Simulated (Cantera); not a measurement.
Feed: 1 mol Ta₂O₅, 9.2 mol H₂, 8.3 mol H₂O, equilibrated at 1.80 mbar.

Method: chemical equilibrium by Gibbs-energy minimisation in Cantera with the NASA 1993 tables (ideal gas, pure condensed phases). Candidate condensed phases: H₂O, Ta, Ta₂O₅; 12 gas species. Rates play no part.

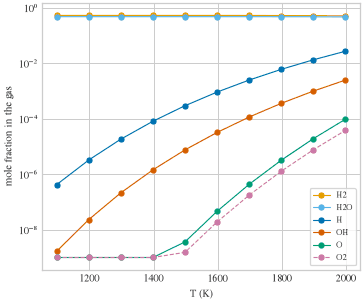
Figure: Equilibrium gas composition (values under 1e-9 drawn at 1e-9)

Question: Read off the mole fractions at 1998 K.

Answer: H₂ about 0.51, H₂O about 0.46, H about 0.027, OH about 0.0025, O about 9.6e-5, O₂ about 3.8e-5.
